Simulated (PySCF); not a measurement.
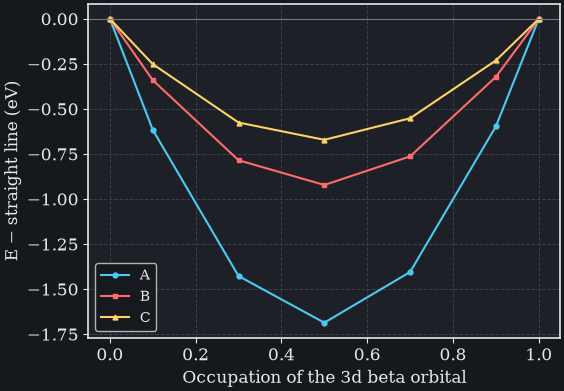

One 3d beta orbital of Zn²⁺ ([Ar] 3d¹⁰) is emptied in steps. The plot gives the energy less the straight line between the integer ends. PySCF, aug-cc-pVTZ-DK, spin-free X2C-1e, unrestricted single determinants, no spin-orbit coupling. The curves are B3LYP, BHandHLYP and wB97X in some order.

### Which curve is which method, and what does its shape mean?

A is B3LYP: convex (delocalisation error), largest departure −1.7 eV, removal energy 39.93 eV; B is wB97X: convex (delocalisation error), largest departure −0.92 eV, removal energy 39.58 eV; C is BHandHLYP: convex (delocalisation error), largest departure −0.67 eV, removal energy 39.15 eV. The measured removal energy is 39.72 eV. The exact energy is a straight line between whole electron numbers.
